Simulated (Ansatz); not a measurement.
TiSi2, pressure series

Start from TiSi2 (space group Cmcm, No. 63; a = 3.515 Å, b = 13.348 Å, c = 3.557 Å).

Cell and atoms are relaxed at each pressure.

All numbers come from PBEsol (Ansatz, an electronic-structure program; PAW; 420 eV plane waves; without spin-orbit coupling).

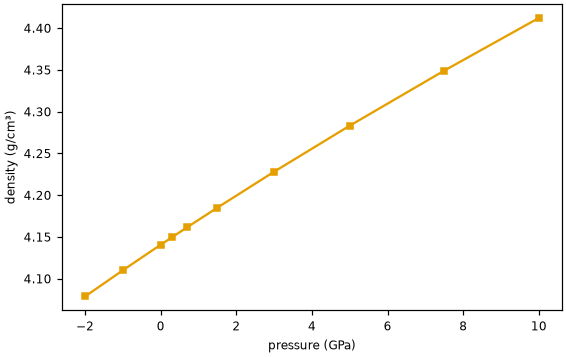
*Density against pressure*

```
pressure (GPa)     density
--------------  ----------
-2              4.08 g/cm³
-1              4.11 g/cm³
0.3             4.15 g/cm³
0.7             4.16 g/cm³
1.5             4.19 g/cm³
3               4.23 g/cm³
5               4.28 g/cm³
7.5             4.35 g/cm³
10              4.41 g/cm³
```

Load acts through the strain it causes; cell and atoms are relaxed under it. Whether these cells are dynamically stable was not tested. No other phases were tried under pressure. The final runs are not spin-polarised.
